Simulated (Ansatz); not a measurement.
## Electronic structure of CH₆InSi (SMILES [CH3][In][SiH3]) (doublet) in real space

Input file:

```
crystal:
  periodic: [false, false, false]
  atoms:
    - {symbol: C, position_ang: [-1.908624, -1.070478, -2.388268]}
    - {symbol: In, position_ang: [-1.874791, -1.118313, -0.179945]}
    - {symbol: Si, position_ang: [0.342235, -0.489006, 1.137526]}
    - {symbol: H, position_ang: [-1.639240, -0.053153, -2.716561]}
    - {symbol: H, position_ang: [-2.889264, -1.342785, -2.801898]}
    - {symbol: H, position_ang: [-1.143959, -1.771813, -2.760789]}
    - {symbol: H, position_ang: [1.532491, -0.124921, 0.297514]}
    - {symbol: H, position_ang: [0.745262, -1.640289, 2.009108]}
    - {symbol: H, position_ang: [0.064506, 0.670939, 2.045945]}
basis:
  gaussian:
    orbitals: def2-TZVPD
hamiltonian:
  xc: pbe0
magnetization:
  spin_polarized: true
  initial_magnetization: 1
output: {forces: true, orbitals: {seedname: orbitals}}
```

Launched as:

```sh
ansatz run input.yaml --threads 2 --pin off --max-ram 4350MiB --events-out events.jsonl --progress --plain --runs-dir runs
```

Geometry: r2SCAN-D4/def2-SVP; core potentials replace the inner electrons of In.

Theory: isolated molecule in a Gaussian basis; Kohn-Sham density functional theory, functional PBE0 (Ansatz 0.2.0).

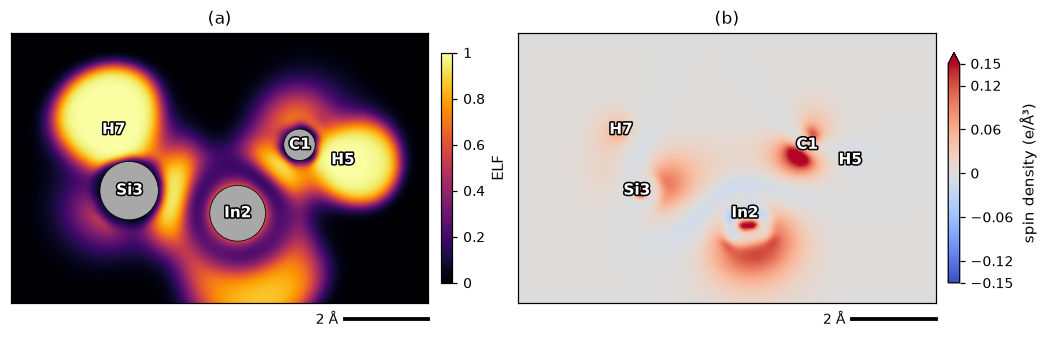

Figure 1. (a) ELF; (b) spin density (α minus β) on the plane of atoms In2, C1 and H5. Grey discs cover the atomic cores in the ELF map.

> Interpret the plot.

- The section cuts through C, In, Si and H sites.
- C–In (2.21 Å): the ELF peaks at about 0.90 in the valence shell of C, 0.7 Å from its nucleus, and drops to about 0.20 between the two atoms.
- In–Si (2.65 Å): the ELF peaks at about 0.95 between the atoms (localised, covalent bonding).
- C–H (1.10 Å): the ELF climbs to about 1 towards the hydrogen, as it does in any bond to H: a covalent bond by its length.
- Si–H (1.50 Å): the ELF climbs to about 1 towards the hydrogen.
- The unpaired spin (1 electron) lies mostly on In2 (about 0.7), Si3 (about 0.2) and C1 (about 0.1), in electrons by Hirshfeld's partition.

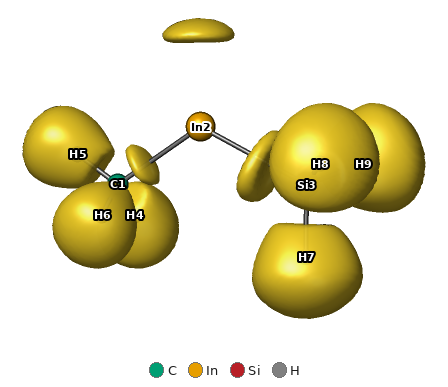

Figure 2. Isosurface of the electron localisation function at 0.8 (yellow), seen at a tilt. Only the valence region is drawn (cores and ρ < 0.01 e/Å³ removed).

> What do the ELF domains correspond to?

The ELF exceeds this value in one region between bonded In–Si atoms (shared pairs), six regions around hydrogen nuclei, one lobe of the valence shell of C pointing towards In (polar bonds) and one lobe on In, pointing away from the bonds (non-bonding electrons).

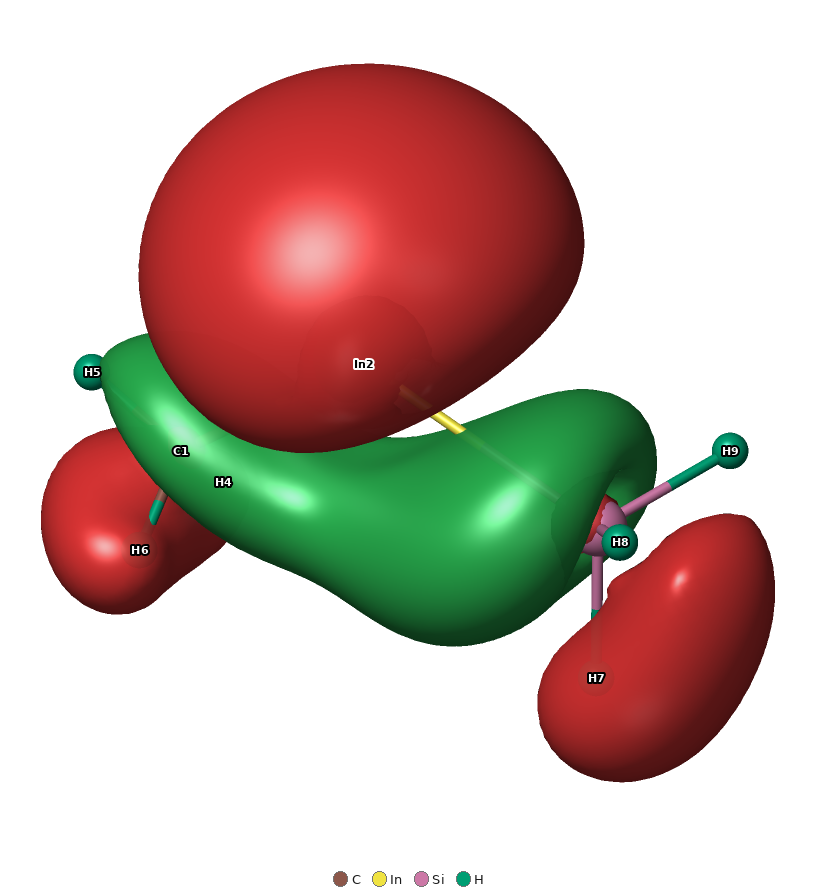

Figure 3. One frontier orbital at ±0.06 Å⁻³ᐟ² (green and red are the two phases), seen at a tilt.

> Which orbital is it: HOMO (β) or LUMO (β)?

The LUMO (β), at −2.55 eV. Its weight (Hirshfeld) is mainly on In2 (about 65 %), Si3 (about 15 %) and C1 (about 10 %).
